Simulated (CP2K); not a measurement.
# PBE/TZV2P-MOLOPT-PBE-GTH (core potential) run of C2H5BClF (SMILES BC(F)CCl)

What is the energy change on altering one bond length of C2H5BClF at PBE/TZV2P-MOLOPT-PBE-GTH (core potential)? 

The calculation is run with CP2K 2026.2.

1 further run of the same task is left out (set aside as unsound or not needed). Runs told in other sessions of the task aren't counted.

## (1) The molecule

The species is C2H5BClF (10 atoms), meant as a singlet with charge 0. As SMILES, `BC(F)CCl`. The shape is that of a PBE0-D4/def2-TZVP optimisation. This is one conformer, not always the lowest.

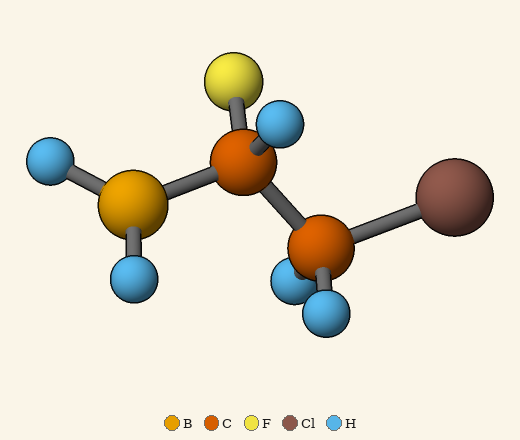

Viewed from a chosen angle; boron amber, carbon orange, fluorine yellow, chlorine brown, hydrogen blue.

## (2) A single-point energy at PBE/TZV2P-MOLOPT-PBE-GTH (core potential)

molecule.inp reads:

```
&FORCE_EVAL
 METHOD Quickstep
 &DFT
  BASIS_SET_FILE_NAME BASIS_MOLOPT_UZH
  POTENTIAL_FILE_NAME POTENTIAL_UZH
  CHARGE 0
  MULTIPLICITY 1
  &QS
   METHOD GPW
   EPS_DEFAULT 1.0E-10
  &END QS
  &MGRID
   CUTOFF 400
   REL_CUTOFF 50
   NGRIDS 4
  &END MGRID
  &POISSON
   PERIODIC NONE
   POISSON_SOLVER MULTIPOLE
  &END POISSON
  &SCF
   SCF_GUESS ATOMIC
   EPS_SCF 1.0E-06
   MAX_SCF 100
   ADDED_MOS 5
   &DIAGONALIZATION
    ALGORITHM STANDARD
   &END DIAGONALIZATION
   &MIXING
    METHOD PULAY_MIXING
    ALPHA 0.4
    NBUFFER 4
   &END MIXING
  &END SCF
  &XC
   &XC_FUNCTIONAL PBE
   &END XC_FUNCTIONAL
  &END XC
  &PRINT
   &MOMENTS
    PERIODIC F
    REFERENCE COM
    MAX_MOMENT 1
   &END MOMENTS
   &MO ON
    ENERGIES T
    OCCUPATION_NUMBERS T
    NDIGITS 6
    &EACH
     QS_SCF 0
    &END EACH
    ADD_LAST NUMERIC
   &END MO
   &HIRSHFELD OFF
   &END HIRSHFELD
  &END PRINT
 &END DFT
 &SUBSYS
  &CELL
   ABC [angstrom] 11.4 9.9 9.6
   PERIODIC NONE
  &END CELL
  &COORD
   B     -1.309200    -0.711700    -0.281200
   C      0.178900    -0.496800     0.126500
   F      0.520300    -1.080300     1.336000
   C      0.655300     0.934900     0.100000
   Cl     2.428700     1.067800     0.206300
   H     -2.010300    -1.450800     0.336900
   H     -1.707400    -0.172300    -1.270600
   H      0.728500    -1.046200    -0.665100
   H      0.248500     1.491800     0.943700
   H      0.349800     1.412800    -0.829700
  &END COORD
  &TOPOLOGY
   &CENTER_COORDINATES
   &END CENTER_COORDINATES
  &END TOPOLOGY
  &KIND B
   BASIS_SET TZV2P-MOLOPT-PBE-GTH-q3
   POTENTIAL GTH-PBE-q3
  &END KIND
  &KIND C
   BASIS_SET TZV2P-MOLOPT-PBE-GTH-q4
   POTENTIAL GTH-PBE-q4
  &END KIND
  &KIND F
   BASIS_SET TZV2P-MOLOPT-PBE-GTH-q7
   POTENTIAL GTH-PBE-q7
  &END KIND
  &KIND Cl
   BASIS_SET TZV2P-MOLOPT-PBE-GTH-q7
   POTENTIAL GTH-PBE-q7
  &END KIND
  &KIND H
   BASIS_SET TZV2P-MOLOPT-PBE-GTH-q1
   POTENTIAL GTH-PBE-q1
  &END KIND
 &END SUBSYS
&END FORCE_EVAL
&GLOBAL
 PROJECT_NAME molecule
 RUN_TYPE ENERGY
 PRINT_LEVEL MEDIUM
&END GLOBAL
```

Started as:

```bash
$ OMP_NUM_THREADS=1 cp2k.psmp molecule.inp > molecule.out
```

Log, shortened:

```text
CP2K| version string:                                       CP2K version 2026.2
[...]
 GLOBAL| Method name                                                        CP2K
[...]
 GLOBAL| Run type                                                         ENERGY
[...]
 DFT| Spin restricted Kohn-Sham (RKS) calculation                            RKS
 DFT| Multiplicity                                                             1
[...]
 DFT| Charge                                                                   0
[...]
 FUNCTIONAL| PBE:
 QS| Method:                                                                 GPW
[...]
 QS| Density cutoff [a.u.]:                                                200.0
[...]
 QS| Relative density cutoff [a.u.]:                                        25.0
[...]
                             - Atoms:                                         10
[...]
                             - Spherical basis functions:                    215
[...]
 Number of electrons:                                                         30
[...]
     1 NoMix/Diag. 0.40E+00    1.4     0.98820788       -56.0560691683 -5.61E+01
[...]
    32 Pulay/Diag. 0.40E+00    1.7     0.00000035       -56.3565602165  1.15E-06
  *** SCF run converged in    32 steps ***
[...]
  Overlap energy of the core charge distribution:               0.00000431785864
  Self energy of the core charge distribution:               -137.80430730025284
  Core Hamiltonian energy:                                     38.69699914654184
  Hartree energy:                                              56.64212215737012
  Exchange-correlation energy:                                -13.89137853801207
  Total energy:                                               -56.35656021649432
[...]
                     Mulliken Population Analysis
 #  Atom  Element  Kind  Atomic population                           Net charge
       1     B        1          2.868258                              0.131742
       2     C        2          3.570230                              0.429770
       3     F        3          7.352536                             -0.352536
       4     C        2          3.692129                              0.307871
       5     Cl       4          7.339395                             -0.339395
       6     H        5          1.016182                             -0.016182
       7     H        5          1.046612                             -0.046612
       8     H        5          1.060468                             -0.060468
       9     H        5          1.011650                             -0.011650
      10     H        5          1.042539                             -0.042539
 # Total charge                             30.000000                  0.000000
[...]
  Dipole moment [Debye]
    X= -0.1891937E+01 Y=  0.5328289E+00 Z= -0.1506160E+01  Total=      2.4762573
 ENERGY| Total FORCE_EVAL ( QS ) energy [hartree]            -56.356560216494316
[...]
```

Wall time 53 s (1 thread of Arm Neoverse V1, shared host); peak memory 1.2 GiB.

## (3) The distorted shape at the same level

molecule.xyz reads:

```xyz
10

B     -1.391646    -0.629284    -0.162451
C      0.096454    -0.414384     0.245249
F      0.437854    -0.997884     1.454749
C      0.572854     1.017316     0.218749
Cl     2.346254     1.150216     0.325049
H     -2.092746    -1.368384     0.455649
H     -1.789846    -0.089884    -1.151851
H      0.728500    -1.046200    -0.665100
H      0.166054     1.574216     1.062449
H      0.267354     1.495216    -0.710951
```

job.inp reads:

```
&GLOBAL
    PROJECT job
    RUN_TYPE ENERGY
    PRINT_LEVEL MEDIUM
&END

&FORCE_EVAL
    METHOD Quickstep
    &DFT
        BASIS_SET_FILE_NAME BASIS_MOLOPT_UZH
        POTENTIAL_FILE_NAME POTENTIAL_UZH
        CHARGE 0
        MULTIPLICITY 1
        &QS
            METHOD GPW
            EPS_DEFAULT 1.0E-10
        &END
        &MGRID
            CUTOFF 400
            REL_CUTOFF 50
            NGRIDS 4
        &END
        &POISSON
            PERIODIC NONE
            POISSON_SOLVER MULTIPOLE
        &END
        &SCF
            SCF_GUESS ATOMIC
            EPS_SCF 1.0E-06
            MAX_SCF 100
            ADDED_MOS 5
            &DIAGONALIZATION
                ALGORITHM STANDARD
            &END
            &MIXING
                METHOD PULAY_MIXING
                ALPHA 0.3
                NBUFFER 4
            &END
        &END
        &XC
            &XC_FUNCTIONAL PBE
            &END
        &END
        &PRINT
            &MOMENTS
                PERIODIC F
                REFERENCE COM
                MAX_MOMENT 1
            &END
            &MO ON
                ENERGIES T
                OCCUPATION_NUMBERS T
                NDIGITS 6
                &EACH
                    QS_SCF 0
                &END
                ADD_LAST NUMERIC
            &END
            &HIRSHFELD OFF
            &END
        &END
    &END
    &SUBSYS
        &CELL
            ABC [angstrom] 11.4 9.9 9.6
            PERIODIC NONE
        &END
        &TOPOLOGY
            COORD_FILE_NAME molecule.xyz
            COORD_FILE_FORMAT XYZ
            &CENTER_COORDINATES
            &END
        &END
        &KIND B
            BASIS_SET TZV2P-MOLOPT-PBE-GTH-q3
            POTENTIAL GTH-PBE-q3
        &END
        &KIND C
            BASIS_SET TZV2P-MOLOPT-PBE-GTH-q4
            POTENTIAL GTH-PBE-q4
        &END
        &KIND F
            BASIS_SET TZV2P-MOLOPT-PBE-GTH-q7
            POTENTIAL GTH-PBE-q7
        &END
        &KIND Cl
            BASIS_SET TZV2P-MOLOPT-PBE-GTH-q7
            POTENTIAL GTH-PBE-q7
        &END
        &KIND H
            BASIS_SET TZV2P-MOLOPT-PBE-GTH-q1
            POTENTIAL GTH-PBE-q1
        &END
    &END
&END
```

Started as:

```bash
$ OMP_NUM_THREADS=1 cp2k.psmp -i job.inp > job.out 2>&1
```

Log, shortened:

```text
CP2K| version string:                                       CP2K version 2026.2
[...]
 GLOBAL| Method name                                                        CP2K
[...]
 GLOBAL| Run type                                                         ENERGY
[...]
 DFT| Spin restricted Kohn-Sham (RKS) calculation                            RKS
 DFT| Multiplicity                                                             1
[...]
 DFT| Charge                                                                   0
[...]
 FUNCTIONAL| PBE:
 QS| Method:                                                                 GPW
[...]
 QS| Density cutoff [a.u.]:                                                200.0
[...]
 QS| Relative density cutoff [a.u.]:                                        25.0
[...]
                             - Atoms:                                         10
[...]
                             - Spherical basis functions:                    215
[...]
 Number of electrons:                                                         30
[...]
     1 NoMix/Diag. 0.30E+00    1.4     0.98928340       -56.0337327043 -5.60E+01
[...]
    32 Pulay/Diag. 0.30E+00    1.6     0.00000061       -56.3471211084  1.76E-06
  *** SCF run converged in    32 steps ***
[...]
  Overlap energy of the core charge distribution:               0.00000412878947
  Self energy of the core charge distribution:               -137.80430730025284
  Core Hamiltonian energy:                                     38.54717874470717
  Hartree energy:                                              56.74980495673022
  Exchange-correlation energy:                                -13.83980163837294
  Total energy:                                               -56.34712110839892
[...]
  Dipole moment [Debye]
    X= -0.1835008E+01 Y=  0.5814078E+00 Z= -0.1400298E+01  Total=      2.3803620
 ENERGY| Total FORCE_EVAL ( QS ) energy [hartree]            -56.347121108398923
[...]
```

It took 53 s on 1 thread of Arm Neoverse V1, shared host; peak memory 1.2 GiB.

## (4) What came out

Level: PBE/TZV2P-MOLOPT-PBE-GTH (core potential).

```
                                                         quantity         value
                                        first shape: total energy  -56.35656 Eh
                                       first shape: dipole moment        2.48 D
                                         first shape: HOMO energy      -7.09 eV
                                         first shape: LUMO energy      -3.02 eV
                                       first shape: HOMO–LUMO gap       4.07 eV
                                    distorted shape: total energy  -56.34712 Eh
                                   distorted shape: dipole moment        2.38 D
                                     distorted shape: HOMO energy      -7.09 eV
                                     distorted shape: LUMO energy      -3.03 eV
                                   distorted shape: HOMO–LUMO gap       4.07 eV
energy change with the C2–H8 bond stretched from 1.109 to 1.276 Å      0.257 eV
```

**Reading.** With the C2–H8 bond stretched from 1.109 to 1.276 Å the energy rises by 0.26 eV (24.8 kJ/mol). The first shape isn't relaxed at this level, so the change isn't measured from a minimum.
